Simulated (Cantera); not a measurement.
Feed: 1 mol Cu, 0.31 mol CO, 12 mol N2, at 14.0 Pa.

Cantera equilibrium calculation (NASA polynomials, part measured and part estimated; ideal gas, pure solids and liquids). Candidate condensed phases: C, Cu, CuO, Cu2O; 27 gas species. The numbers say what is thermodynamically allowed, not how fast it happens.

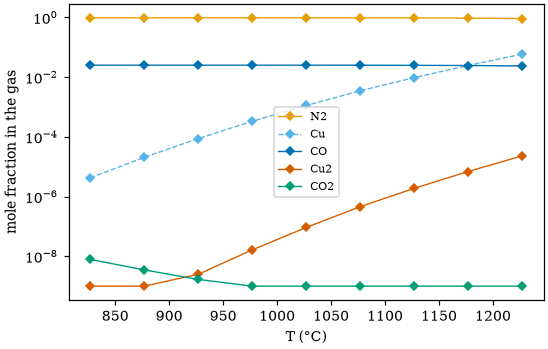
Figure: Equilibrium gas composition (values under 1e-9 drawn at 1e-9)

**Question.** Read off the mole fractions at 1227 °C.

**Answer.** N2 about 0.92, Cu about 0.059, CO about 0.024, Cu2 about 2.3e-5.
